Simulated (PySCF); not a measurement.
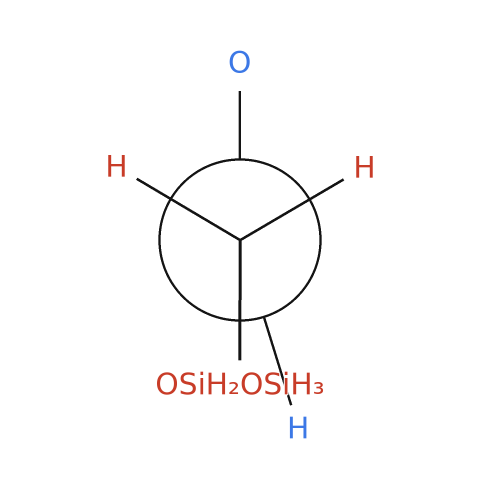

A Newman projection along the Si–C bond, silicon in front; angles are drawn as computed, but eclipsed bonds slightly apart. The computed structure is the end point of a PBE0-D3(BJ)/def2-SVP optimisation. No frequency run is at hand to confirm it as a minimum.

Which molecule is it?

CH8O3Si3, O=C[SiH2]O[SiH2]O[SiH3]

What is the torsion angle from the front OSiH2OSiH3 to the back O? The sign is positive where the front bond must turn clockwise to cover the back bond.

180°, antiperiplanar (anti).
